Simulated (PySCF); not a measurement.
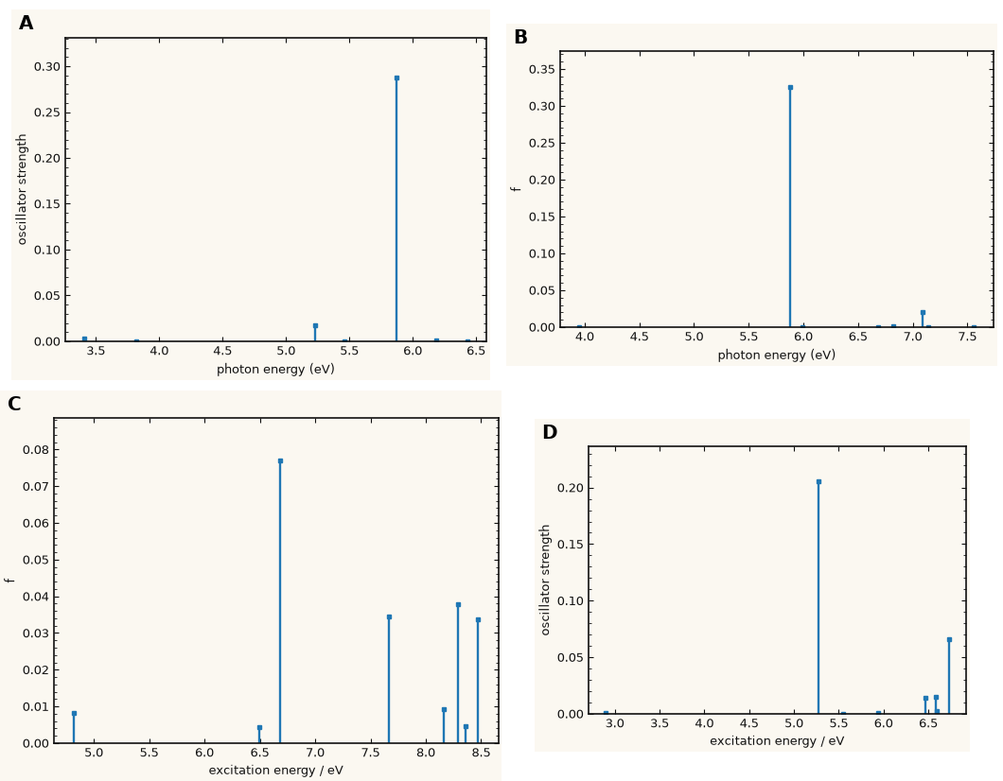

Vertical TDDFT excitations, PBE0/def2-SVPD in PySCF, at a GFN2-xTB geometry (no frequency check), gas phase. Each panel shows the lowest singlet states that were computed.

### Assign the panels.
1. C₄H₅ClN₂Si, SMILES [SiH3]c1ccc(Cl)nn1
2. C₃H₅ClOSi, SMILES O=C([SiH3])/C=C\Cl
3. C₂H₅BF₄Si, SMILES FB[SiH2]CC(F)(F)F
4. C₄H₇FOSi, SMILES O=C(/C=C/F)C[SiH3]

A: 1 (S1 at 3.41 eV, brightest at 5.87 eV)
B: 4 (S1 at 3.95 eV, brightest at 5.88 eV)
C: 3 (S1 at 4.82 eV, brightest at 6.68 eV)
D: 2 (S1 at 2.90 eV, brightest at 5.27 eV)

Limits of at least one run: core orbitals are frozen in the response; one conformer of a flexible molecule; the tight-binding geometry is rougher than a DFT one and adds to the error.
